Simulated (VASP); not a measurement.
Band structure of CaSe (rock salt). Method: PW91 GGA, VASP's PBE PAW potentials (set 64) (plane waves; VASP).

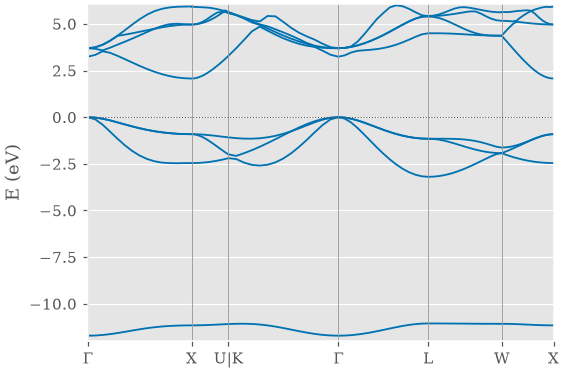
Bands along high-symmetry lines, zero at the valence-band maximum or, without a gap, the Fermi level

Q: Read the plot: is there a gap, and where are the band edges?

A: The gap is indirect, 2.07 eV, from the valence maximum at Γ to the conduction minimum at X. (Edges off the drawn lines would not show.)

Measured: gap 3.85 eV (computed value off by -1.78 eV), as given by Abedi et al., (2022), arXiv:2211.14644.

The compound is CaSe in the rock salt structure. It was relaxed first.
